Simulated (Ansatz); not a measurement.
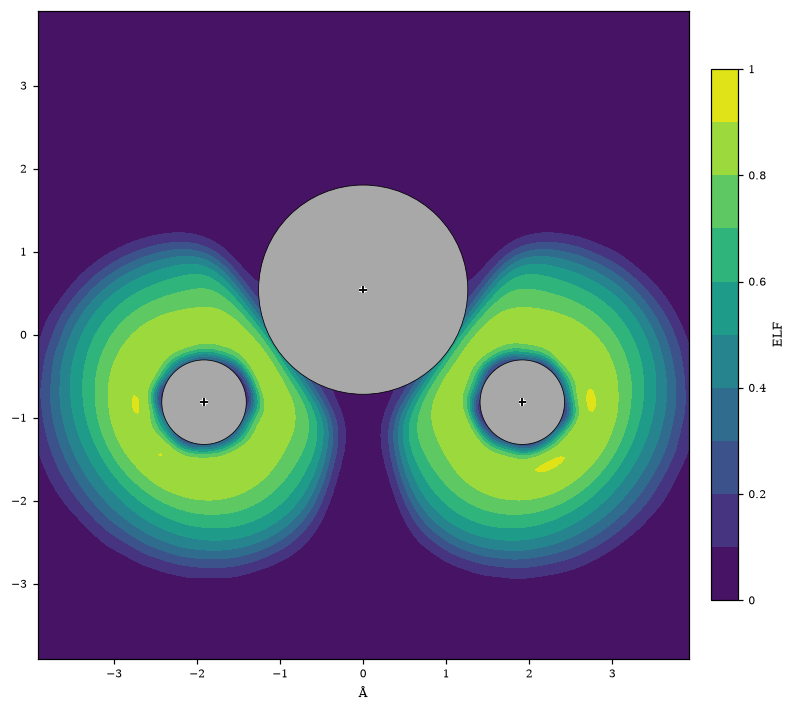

The electron localisation function on a plane through atoms (crosses mark nuclei in the plane; grey discs cover the cores).

Theory: RHF/def2-SVP (Ansatz 0.2.0).

Candidates:
A. ClH5W
B. Cl4Zr

> Which candidate gave the map?

Candidate B: Cl4Zr on the plane of atoms Cl3, Zr1 and Cl4, which holds Zr and Cl. Zr–Cl (2.35 Å): the ELF peaks at about 0.85 in the valence shell of Cl, 0.8 Å from its nucleus, and is about 0.35 at the midpoint.
